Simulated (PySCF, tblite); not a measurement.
# C7H11BSi: geometry, infrared bands, NMR shifts and electronic excitations

Wanted: the infrared bands, NMR shifts and electronic excitations of C7H11BSi (`[SiH3]CC1=CC=CBC=C1`), by calculation.

Computed with tblite 0.8.0 and PySCF 2.14.0, with density-fitted response routines of our own, on a single molecule in the gas phase. Atoms count from 0, in the outputs and in this text.

### Step 1. The starting structure

20 atoms, charge 0, multiplicity 1; geometry from: force field or distance geometry start.

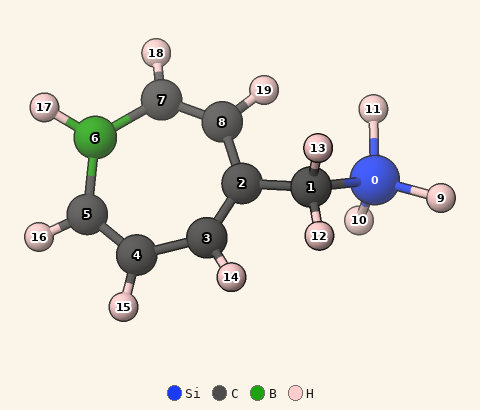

As it starts; silicon blue, carbon dark grey, boron green, hydrogen pink, atoms numbered; sticks join atoms by distance.

### Step 2. Optimising the geometry with GFN2-xTB

What the job is given:

```
{"job": {"kind": "relax", "xc": "GFN2-xTB", "basis": "xTB"}, "charge": 0, "multiplicity": 1}
Si     2.917500     0.490300    -0.624900
C      1.800000    -0.272100     0.634000
C      0.374300    -0.166000     0.289600
C     -0.219100    -1.337100     0.157000
C     -1.617100    -1.688300    -0.165200
C     -2.701400    -0.889100    -0.174900
B     -2.678000     0.627500     0.199900
C     -1.451700     1.591200     0.085400
C     -0.183800     1.197100     0.123800
H      4.314400     0.094100    -0.342800
H      2.541200     0.160800    -2.014700
H      2.739700     1.965000    -0.498200
H      2.091900    -1.355700     0.747200
H      1.965100     0.161700     1.657800
H      0.383600    -2.219400     0.334300
H     -1.793000    -2.715000    -0.445700
H     -3.645100    -1.337900    -0.453200
H     -3.730600     1.074600     0.497700
H     -1.681700     2.641300    -0.040000
H      0.568600     1.987600     0.029900
```

On the command line:

```sh
$ OMP_NUM_THREADS=1 python probes_run.py task.json out
```

One launch serves the whole session: the jobs run in the order shown.

Standard output:

```text
step      E/eV     max force
  0    -638.71720    3.845
  1    -638.98866    1.363
  2    -639.04688    0.588
  3    -639.08940    0.521
  4    -639.12263    0.450
  5    -639.14105    0.327
  6    -639.15465    0.340
  7    -639.16640    0.285
  8    -639.17866    0.289
  9    -639.19040    0.270
 10    -639.19895    0.193
 11    -639.20421    0.177
 12    -639.20861    0.170
 13    -639.21374    0.179
 14    -639.21852    0.138
 15    -639.22141    0.098
 16    -639.22280    0.078
 17    -639.22384    0.074
 18    -639.22512    0.081
 19    -639.22668    0.105
 20    -639.22845    0.143
 21    -639.23043    0.143
 22    -639.23257    0.107
 23    -639.23463    0.112
 24    -639.23646    0.092
 25    -639.23842    0.110
 26    -639.24104    0.134
 27    -639.24423    0.126
 28    -639.24700    0.105
 29    -639.24879    0.082
 30    -639.25000    0.092
 31    -639.25132    0.096
 32    -639.25305    0.098
 33    -639.25482    0.104
 34    -639.25638    0.094
 35    -639.25780    0.086
 36    -639.25919    0.084
 37    -639.26055    0.090
 38    -639.26189    0.103
 39    -639.26329    0.089
 40    -639.26475    0.085
 41    -639.26606    0.076
 42    -639.26704    0.064
 43    -639.26779    0.059
 44    -639.26856    0.073
 45    -639.26939    0.071
 46    -639.27019    0.064
 47    -639.27088    0.052
 48    -639.27151    0.057
 49    -639.27210    0.063
 50    -639.27263    0.062
 51    -639.27312    0.072
 52    -639.27372    0.084
 53    -639.27471    0.089
 54    -639.27608    0.108
 55    -639.27777    0.111
 56    -639.27923    0.094
 57    -639.28040    0.092
 58    -639.28150    0.082
 59    -639.28286    0.107
 60    -639.28458    0.126
 61    -639.28641    0.112
 62    -639.28807    0.080
 63    -639.28943    0.069
 64    -639.29053    0.069
 65    -639.29155    0.078
 66    -639.29256    0.084
 67    -639.29327    0.075
 68    -639.29420    0.064
 69    -639.29481    0.054
 70    -639.29529    0.048
 71    -639.29564    0.044
 72    -639.29606    0.051
 73    -639.29637    0.036
 74    -639.29659    0.033
 75    -639.29674    0.028
 76    -639.29685    0.027
 77    -639.29694    0.021
 78    -639.29701    0.019
 79    -639.29708    0.017
 80    -639.29716    0.025
 81    -639.29726    0.029
 82    -639.29737    0.028
 83    -639.29747    0.025
 84    -639.29754    0.021
 85    -639.29762    0.024
 86    -639.29773    0.029
 87    -639.29788    0.035
 88    -639.29807    0.040
 89    -639.29826    0.033
 90    -639.29847    0.040
 91    -639.29879    0.047
 92    -639.29933    0.055
 93    -639.30008    0.058
 94    -639.30072    0.067
 95    -639.30107    0.047
 96    -639.30138    0.053
 97    -639.30163    0.032
 98    -639.30184    0.032
 99    -639.30202    0.039
100    -639.30221    0.038
101    -639.30237    0.032
102    -639.30255    0.035
103    -639.30271    0.034
104    -639.30286    0.027
105    -639.30298    0.022
106    -639.30308    0.019
107    -639.30317    0.021
108    -639.30327    0.023
109    -639.30338    0.024
110    -639.30354    0.030
111    -639.30374    0.040
112    -639.30397    0.035
113    -639.30417    0.027
114    -639.30429    0.020
115    -639.30439    0.018
116    -639.30446    0.018
117    -639.30454    0.017
118    -639.30462    0.018
119    -639.30468    0.013
120    -639.30471    0.012
121    -639.30473    0.010
```

Wall time 2.8 s (1 thread of Intel Xeon at 2.50GHz, shared host); peak memory 0.18 GiB.

Relaxation path: (not every step is listed)

| step | energy from step 0 (eV) | largest force (eV/Å) |
| --- | --- | --- |
| 0 | 0.0000 | 3.8447 |
| 1 | -0.2715 | 1.3626 |
| 2 | -0.3297 | 0.5882 |
| 3 | -0.3722 | 0.5211 |
| 4 | -0.4054 | 0.4501 |
| 5 | -0.4238 | 0.3268 |
| 6 | -0.4374 | 0.3403 |
| 7 | -0.4492 | 0.2848 |
| 8 | -0.4615 | 0.2895 |
| 18 | -0.5079 | 0.0807 |
| 28 | -0.5298 | 0.1045 |
| 38 | -0.5447 | 0.1026 |
| 48 | -0.5543 | 0.0570 |
| 58 | -0.5643 | 0.0821 |
| 68 | -0.5770 | 0.0635 |
| 78 | -0.5798 | 0.0188 |
| 88 | -0.5809 | 0.0397 |
| 98 | -0.5846 | 0.0323 |
| 108 | -0.5861 | 0.0233 |
| 116 | -0.5873 | 0.0182 |
| 117 | -0.5873 | 0.0173 |
| 118 | -0.5874 | 0.0180 |
| 119 | -0.5875 | 0.0130 |
| 120 | -0.5875 | 0.0124 |
| 121 | -0.5875 | 0.0102 |

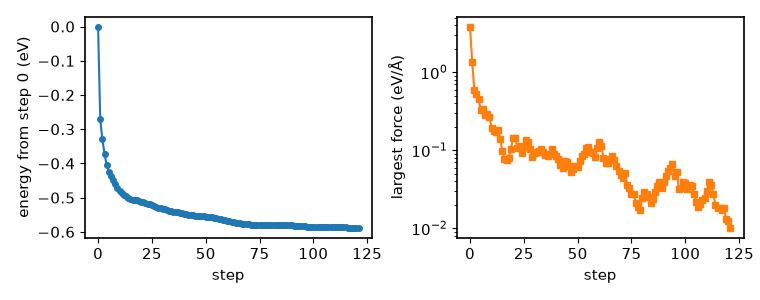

Energy and largest force along the relaxation.

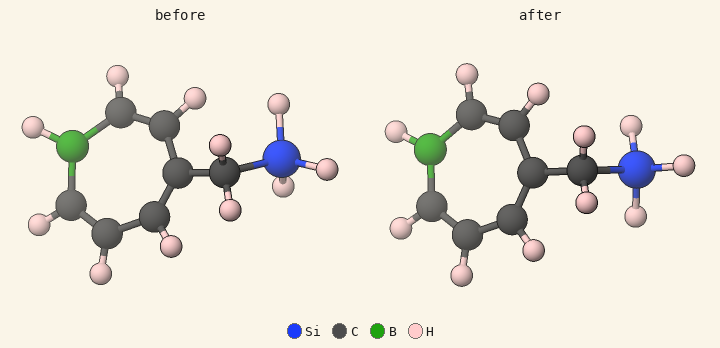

Before and after, at one scale.

Distances of close pairs at the start and the end, largest changes first:

| bond | before (Å) | after (Å) | change (Å) |
| --- | --- | --- | --- |
| C3–C4 | 1.477 | 1.409 | -0.068 |
| Si0–C1 | 1.848 | 1.914 | +0.066 |
| C2–C8 | 1.482 | 1.420 | -0.062 |
| C2–C3 | 1.320 | 1.372 | +0.053 |
| C5–B6 | 1.562 | 1.520 | -0.043 |
| B6–C7 | 1.564 | 1.526 | -0.038 |
| C1–H12 | 1.128 | 1.090 | -0.038 |
| C1–H13 | 1.124 | 1.090 | -0.034 |

The end geometry stands in the next job.

### Step 3. Vibrational analysis with GFN2-xTB

What the job is given:

```
{"job": {"kind": "ir", "xc": "GFN2-xTB", "basis": "xTB"}, "charge": 0, "multiplicity": 1}
Si     2.827044     0.337192    -0.834775
C      1.857125    -0.165895     0.736441
C      0.385712    -0.132702     0.465334
C     -0.210036    -1.310672     0.089533
C     -1.541241    -1.616497    -0.256705
C     -2.632071    -0.798239    -0.316006
B     -2.719043     0.691961    -0.030967
C     -1.509419     1.525307     0.381511
C     -0.218431     1.147125     0.583758
H      4.254075     0.331338    -0.505855
H      2.542184    -0.629959    -1.894386
H      2.410326     1.675678    -1.251457
H      2.171631    -1.163049     1.045348
H      2.110319     0.518980     1.546222
H      0.459616    -2.165269     0.055862
H     -1.688261    -2.665680    -0.503773
H     -3.546715    -1.305333    -0.612774
H     -3.761406     1.229062    -0.134804
H     -1.680725     2.586234     0.547576
H      0.484171     1.921097     0.886879
```

Standard output:

```text
mode    cm-1     km/mol
  1      50.8      0.47
  2      62.9      0.38
  3     105.0      0.03
  4     130.4      0.72
  5     170.4      0.20
  6     311.6      3.17
  7     350.2      0.33
  8     367.4      1.09
  9     419.4      0.70
 10     423.2      1.69
 11     512.4     30.97
 12     522.5     27.55
 13     551.6      2.82
 14     637.2     13.45
 15     703.2     28.20
 16     745.3      4.69
 17     768.0     71.44
 18     779.8     97.41
 19     783.9    114.38
 20     785.7    391.82
 21     795.7     83.78
 22     807.4    120.87
 23     832.5    122.74
 24     833.7     16.47
 25     899.2      4.53
 26     917.4      2.09
 27     962.0      0.61
 28     965.2      5.62
 29     985.9      0.04
 30    1084.9     12.32
 31    1139.7      7.47
 32    1194.2    155.12
 33    1195.2      2.05
 34    1256.8     22.03
 35    1274.0      6.32
 36    1306.8      4.48
 37    1379.5      2.29
 38    1420.1     23.13
 39    1452.1      1.55
 40    1476.0     99.27
 41    1483.5     11.99
 42    1581.3     15.04
 43    1599.1      9.34
 44    2261.4    360.93
 45    2277.0    342.34
 46    2279.8    161.55
 47    2580.5    261.35
 48    2976.2     13.00
 49    2983.5     40.09
 50    2986.8     17.79
 51    2990.6     36.76
 52    3006.8    142.67
 53    3009.2     89.90
 54    3022.1     60.28
```

Wall time 2.1 s (1 thread of Intel Xeon at 2.50GHz, shared host); peak memory 0.18 GiB.

The strongest bands and the atoms that carry them (share of the mass-weighted mode):

| cm⁻¹ | km/mol | atoms |
| --- | --- | --- |
| 786 | 391.8 | H9 32 %, H11 29 %, H10 22 % |
| 832 | 122.7 | H18 20 %, H19 18 %, H17 13 %, B6 10 % |
| 1194 | 155.1 | C1 30 %, C2 26 %, H13 18 %, H12 12 % |
| 2261 | 360.9 | H9 97 % |
| 2277 | 342.3 | H10 70 %, H11 26 % |
| 2280 | 161.6 | H11 71 %, H10 27 % |
| 2580 | 261.4 | H17 92 % |
| 3007 | 142.7 | H18 66 %, H19 14 % |

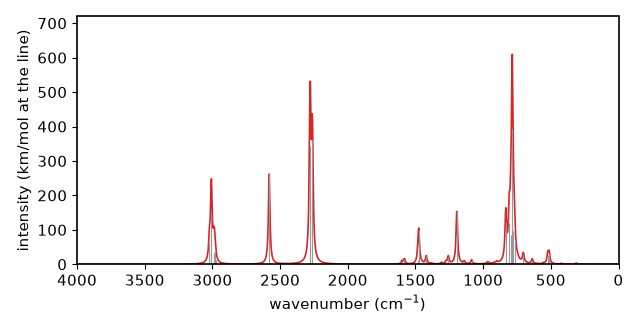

The infrared spectrum from these modes, unscaled. Lines are broadened to a width of 14 cm⁻¹ (Lorentzian).

### Step 4. Relaxing the molecule at PBE0-D3(BJ)/def2-SVP

What the job is given:

```
{"job": {"xc": "PBE0", "basis": "def2-SVP", "d3": "d3bj", "grid": 1, "shake": 0.01, "kind": "geom"}, "charge": 0, "multiplicity": 1}
Si     2.847450     0.311640    -0.830590
C      1.851450    -0.170420     0.734290
C      0.365510    -0.135020     0.456680
C     -0.176810    -1.308410     0.086010
C     -1.544050    -1.623180    -0.267260
C     -2.635980    -0.793420    -0.318390
B     -2.709470     0.689960    -0.030720
C     -1.493960     1.530760     0.376460
C     -0.220260     1.152530     0.603110
H      4.251380     0.328900    -0.495830
H      2.533320    -0.632880    -1.885560
H      2.416130     1.676590    -1.244760
H      2.143350    -1.152840     1.035750
H      2.093630     0.521740     1.553230
H      0.455170    -2.176030     0.056120
H     -1.688790    -2.651620    -0.496300
H     -3.544780    -1.294220    -0.614830
H     -3.770660     1.234900    -0.128980
H     -1.682870     2.578410     0.549870
H      0.459230     1.928000     0.891790
```

Standard output:

```text
step   0  E = -586.88711505  max force = 0.053579
step   1  E = -586.89574190  max force = 0.008015
step   2  E = -586.89590072  max force = 0.002341
step   3  E = -586.89596563  max force = 0.002241
step   4  E = -586.89600047  max force = 0.000342
step   5  E = -586.89600168  max force = 0.000387
optimisation converged
```

Wall time 3.9 min (1 thread of Intel Xeon at 2.50GHz, shared host); peak memory 0.96 GiB.

The steps of the relaxation:

| step | energy from step 0 (eV) | largest force component (eV/Å) |
| --- | --- | --- |
| 0 | 0.0000 | 2.7551 |
| 1 | -0.2347 | 0.4121 |
| 2 | -0.2391 | 0.1204 |
| 3 | -0.2408 | 0.1152 |
| 4 | -0.2418 | 0.0176 |
| 5 | -0.2418 | 0.0199 |

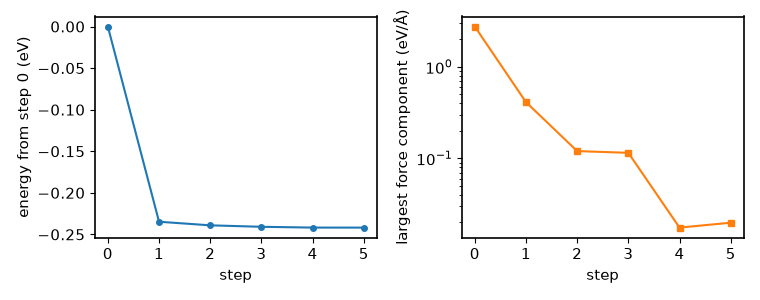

Energy and largest force along the relaxation.

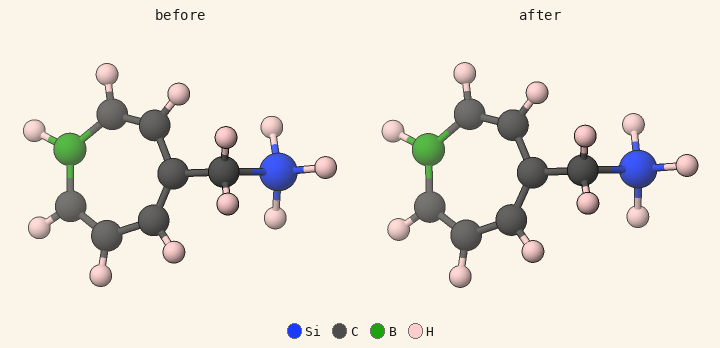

Before and after, at one scale.

Distances of close pairs at the start and the end, largest changes first:

| bond | before (Å) | after (Å) | change (Å) |
| --- | --- | --- | --- |
| Si0–H9 | 1.443 | 1.495 | +0.052 |
| Si0–H10 | 1.450 | 1.494 | +0.043 |
| C2–C3 | 1.345 | 1.383 | +0.038 |
| C4–H15 | 1.064 | 1.098 | +0.034 |
| C1–H12 | 1.068 | 1.101 | +0.033 |
| C3–C4 | 1.447 | 1.418 | -0.029 |
| C8–H19 | 1.071 | 1.099 | +0.028 |
| C7–C8 | 1.348 | 1.372 | +0.024 |

The next job starts from the end point, and lists it.

| at the end point | value |
| --- | --- |
| point group (found at 0.08 Å tolerance) | C1 |
| rotational constants (GHz, main isotopes) | 2.738, 0.814, 0.696 |
| dipole moment (D) | 2.64 |

### Step 5. NMR shieldings: PBE0/pcSseg-1

What the job is given:

```
{"job": {"kind": "nmr", "xc": "PBE0", "basis": "pcSseg-1"}, "charge": 0, "multiplicity": 1}
Si     2.543233     0.539815    -0.964500
C      1.513377     0.037727     0.550899
C      0.037638     0.064650     0.252554
C     -0.557971    -1.123059    -0.131305
C     -1.890009    -1.427025    -0.509779
C     -2.996189    -0.614045    -0.604550
B     -3.088189     0.877985    -0.320210
C     -1.893172     1.719077     0.130389
C     -0.593022     1.345047     0.358580
H      3.998233     0.531698    -0.619169
H      2.294151    -0.427273    -2.075391
H      2.153856     1.910673    -1.412466
H      1.841188    -0.968144     0.856286
H      1.764675     0.725704     1.374280
H      0.116174    -1.986850    -0.146348
H     -2.030613    -2.486863    -0.759065
H     -3.906344    -1.135809    -0.926204
H     -4.158937     1.433510    -0.456926
H     -2.072700     2.787767     0.305548
H      0.095670     2.138747     0.678702
```

Level: GIAO PBE0/pcSseg-1 NMR shielding, non-relativistic, gas phase.

Standard output:

```text
coarse grid: 17136 points
cycle   1  E = -587.0195529345  dE =  9.726e-01  |g| = 4.281e-01  |ddm| = 4.210e+00
cycle   2  E = -586.9787341960  dE =  4.082e-02  |g| = 5.666e-01  |ddm| = 1.164e+00
cycle   3  E = -587.0716084270  dE = -9.287e-02  |g| = 1.463e-01  |ddm| = 7.620e-01
cycle   4  E = -587.0774923319  dE = -5.884e-03  |g| = 3.748e-02  |ddm| = 1.834e-01
cycle   5  E = -587.0778857293  dE = -3.934e-04  |g| = 9.597e-03  |ddm| = 5.833e-02
cycle   6  E = -587.0779079580  dE = -2.223e-05  |g| = 4.093e-03  |ddm| = 1.305e-02
cycle   7  E = -587.0779121587  dE = -4.201e-06  |g| = 1.013e-03  |ddm| = 4.601e-03
final grid: 160688 points
cycle   8  E = -587.1299716345  dE = -3.764e-05  |g| = 7.900e-03  |ddm| = 4.646e-02
cycle   9  E = -587.1299637539  dE =  7.881e-06  |g| = 9.428e-03  |ddm| = 1.871e-02
cycle  10  E = -587.1299885071  dE = -2.475e-05  |g| = 1.789e-03  |ddm| = 1.135e-02
cycle  11  E = -587.1299894835  dE = -9.764e-07  |g| = 3.578e-04  |ddm| = 2.243e-03
cycle  12  E = -587.1299895171  dE = -3.360e-08  |g| = 8.368e-05  |ddm| = 3.583e-04
cycle  13  E = -587.1299895183  dE = -1.256e-09  |g| = 4.926e-05  |ddm| = 1.282e-04
cycle  14  E = -587.1299895191  dE = -7.115e-10  |g| = 1.323e-05  |ddm| = 6.487e-05
converged SCF energy = -587.1299895191

GIAO shielding tensors (ppm)
atom      isotropic    diamagn.    paramagn.     s11        s22        s33       span
  0 Si     407.743     879.476    -471.732    369.718    391.972    461.540     91.822
  1 C      157.039     252.684     -95.645    128.043    152.587    190.488     62.444
  2 C       27.658     262.787    -235.129    -73.805      1.544    155.234    229.040
  3 C       43.356     256.095    -212.739    -62.893     50.148    142.813    205.706
  4 C       29.818     252.970    -223.152    -91.293     23.073    157.673    248.965
  5 C       23.518     255.793    -232.275   -120.959     18.096    173.417    294.376
  6 B       56.278     192.341    -136.062      9.520     30.722    128.593    119.074
  7 C       21.530     253.772    -232.242   -123.981     14.325    174.246    298.227
  8 C       27.478     253.669    -226.191    -85.828     25.685    142.577    228.405
  9 H       27.052      27.925      -0.873     24.158     24.271     32.725      8.567
 10 H       27.429      28.954      -1.526     23.812     26.645     31.829      8.017
 11 H       27.288      28.861      -1.573     23.479     26.762     31.624      8.145
 12 H       28.959      32.190      -3.230     24.647     28.233     33.999      9.352
 13 H       28.819      31.624      -2.806     24.892     27.590     33.974      9.081
 14 H       23.893      34.430     -10.538     19.392     21.897     30.389     10.997
 15 H       23.270      29.619      -6.349     19.044     22.862     27.905      8.861
 16 H       22.937      27.760      -4.824     19.974     21.110     27.726      7.752
 17 H       24.946      28.139      -3.193     23.478     23.727     27.633      4.155
 18 H       22.802      29.067      -6.265     19.498     20.723     28.184      8.685
 19 H       23.276      33.374     -10.098     18.931     20.753     30.144     11.213
```

Run time: 1.7 min. Hardware: 1 thread of Intel Xeon at 2.50GHz, shared host; peak memory 1 GiB.

Shifts follow as δ = σ(reference) − σ, with reference shieldings (ppm) from runs at the same level and on the same kind of geometry: ¹H TMS 31.27, ¹³C TMS 184.4, ²⁹Si TMS 352.0, ¹¹B BF3·OEt2 100.7. The references are single molecules in the gas phase. Atoms listed in one row are averaged.

| atoms | environment | σ (ppm) | δ (ppm) | δ scaled to CDCl3 |
| --- | --- | --- | --- | --- |
| C7 | alkene CH | 21.5 | 162.9 | 157.7 |
| C5 | alkene CH | 23.5 | 160.9 | 155.7 |
| C8 | alkene CH | 27.5 | 156.9 | 151.9 |
| C2 | fully substituted alkene carbon | 27.7 | 156.8 | 151.7 |
| C4 | alkene CH | 29.8 | 154.6 | 149.6 |
| C3 | alkene CH | 43.4 | 141.1 | 136.5 |
| C1 | allylic sp3 CH2 bonded to Si | 157.0 | 27.4 | 26.1 |
| H18 | hydrogen on an alkene CH | 22.80 | 8.47 | 8.24 |
| H16 | hydrogen on an alkene CH | 22.94 | 8.33 | 8.11 |
| H15 | hydrogen on an alkene CH | 23.27 | 8.00 | 7.79 |
| H19 | hydrogen on an alkene CH | 23.28 | 7.99 | 7.79 |
| H14 | hydrogen on an alkene CH | 23.89 | 7.37 | 7.21 |
| H17 | hydrogen on a boron bonded to 2 C, in a 7-membered ring | 24.95 | 6.32 | – |
| H9, H10, H11 | hydrogen on a silicon bonded to C | 27.26 | 4.01 | – |
| H12, H13 | hydrogen on an allylic sp3 CH2 bonded to Si | 28.89 | 2.38 | 2.47 |
| Si0 | silicon bonded to C, 3 H | 407.7 | -55.8 | – |
| B6 | boron bonded to 2 C, H, in a 7-membered ring | 56.3 | 44.5 | – |

The scaled column applies a straight-line fit of computed shieldings to shifts measured in CDCl3 (root-mean-square error 0.21 ppm for H, 2.0 ppm for C).

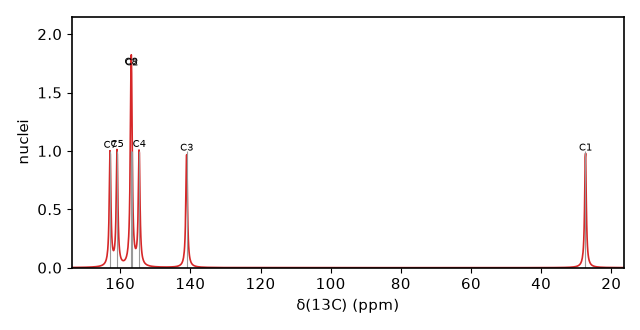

¹³C lines at the computed shifts, without couplings. Lines are broadened to a width of 0.54 ppm (Lorentzian).

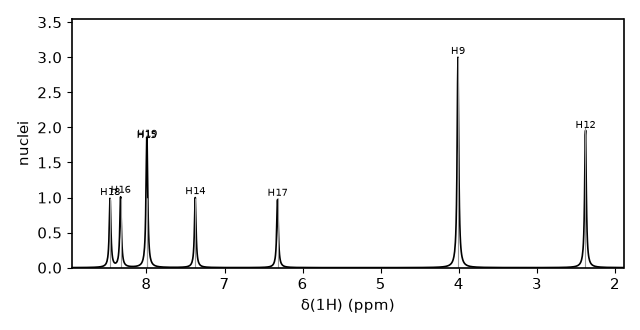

¹H lines at the computed shifts, without couplings. Lines are broadened to a width of 0.02 ppm (Lorentzian).

Charges from the same density, by scheme (e):

| atoms | Mulliken | IAO | Hirshfeld | ESP fit |
| --- | --- | --- | --- | --- |
| Si0 | 0.51 | 0.60 | 0.31 | 0.45 |
| C1 | -0.43 | -0.53 | -0.15 | -0.42 |
| C2 | -0.28 | 0.04 | 0.03 | 0.14 |
| C3 | -0.06 | -0.15 | -0.04 | -0.22 |
| C4 | -0.08 | -0.09 | -0.02 | -0.02 |
| C5 | -0.29 | -0.23 | -0.10 | -0.30 |
| B6 | 0.39 | 0.00 | 0.07 | 0.28 |
| C7 | -0.27 | -0.22 | -0.09 | -0.27 |
| C8 | -0.03 | -0.11 | -0.02 | -0.09 |

IAO charges:

Si0 0.60; C1 -0.53; C2 0.04; C3 -0.15; C4 -0.09; C5 -0.23; B6 0.00; C7 -0.22; C8 -0.11; H9 -0.11; H10 -0.11; H11 -0.11; H12 0.15; H13 0.16; H14 0.14; H15 0.15; H16 0.15; H17 0.00; H18 0.15; H19 0.14

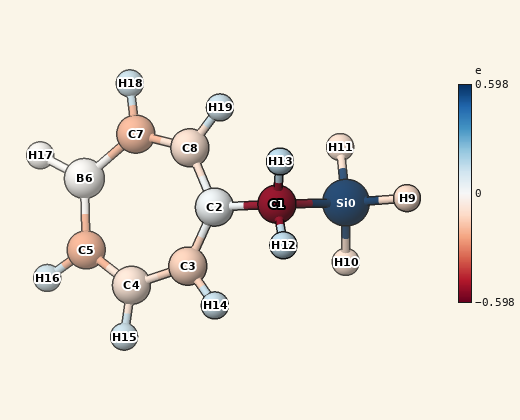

IAO charges, as colours on the atoms.

Mayer bond orders: Si0–C1 0.88, C1–C2 1.07, C2–C3 1.52, C3–C4 1.36, C4–C5 1.61, C5–B6 1.11, B6–C7 1.08, C7–C8 1.67, C8–C2 1.24.

Ring of atoms C2, C3, C4, C5, B6, C7, C8: NICS(0) -3.6, NICS(1) -7.1, NICS(1)zz -18.5 ppm (means of both faces).

[end of part 1 of 2]
